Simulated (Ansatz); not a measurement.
```xyz
7

Ge    0.3448    0.0000   -0.1407
H     0.3731    0.0000    1.3994
H     1.7949    0.0000   -0.6538
H    -0.3786    1.2596   -0.6366
H    -0.3786   -1.2596   -0.6366
Cl   -3.0568    0.0000    1.4667
H    -2.0689    0.0000    2.2901
```

The calculation used RKS PBE0-D4/def2-SVP in Ansatz 0.2.0.

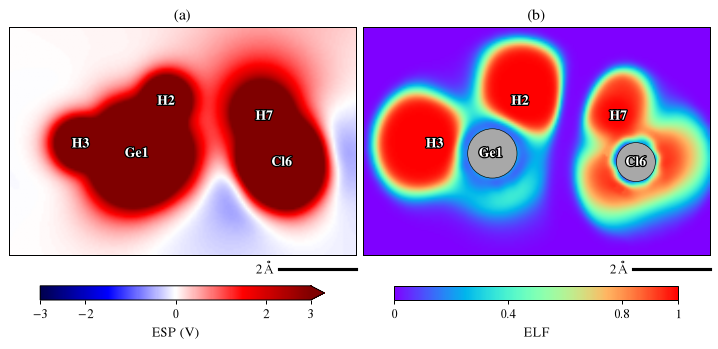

GeH₄···HCl. (a) electrostatic potential; (b) ELF on the plane of atoms H2, Ge1 and H3. Grey discs cover the atomic cores in the ELF map.

Q: Read the bonding off the picture.

A: The section cuts through Ge, H and Cl sites.
Ge1···Cl6 (3.76 Å): the ELF dips to about 0 between them; a non-bonded, intermolecular contact.
Cl–H (1.29 Å): the ELF climbs to about 1 towards the hydrogen, as it does in any bond to H.
Ge–H (1.54 Å): the ELF climbs to about 1 towards the hydrogen.
The ELF also peaks beside Cl6, away from the bonds: lone-pair regions.
Outside the dense part of the complex the potential is most negative (−0.5 V) near Cl6.
